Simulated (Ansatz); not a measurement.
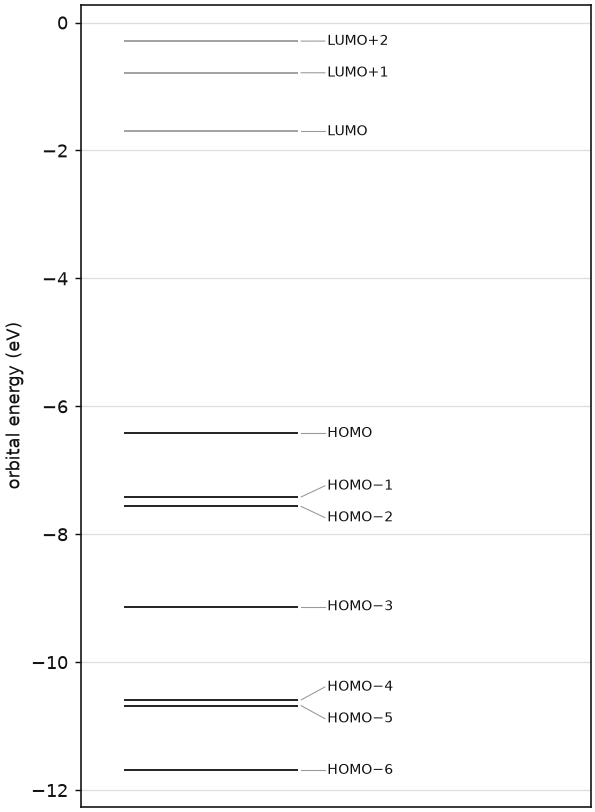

CH₃NSTe (imidic-acid tautomer), SMILES N(=C(/S)[TeH])/[H]. Kohn-Sham orbital energies near the frontier, B3LYP/def2-TZVPP with the Ansatz code, at a PBE0-D4/def2-TZVP geometry (a minimum by its frequencies), isolated molecule; empty levels in grey, levels within 0.03 eV side by side.

Where do the frontier orbitals lie?

Answer. HOMO at −6.42 eV, LUMO at −1.70 eV, 4.72 eV apart.

How far below the HOMO does the next level lie?

Answer. 1.00 eV.

Known limits of this run: core potentials past krypton; spin-orbit coupling is left out, and with Te it can shift these levels and split any degenerate set.
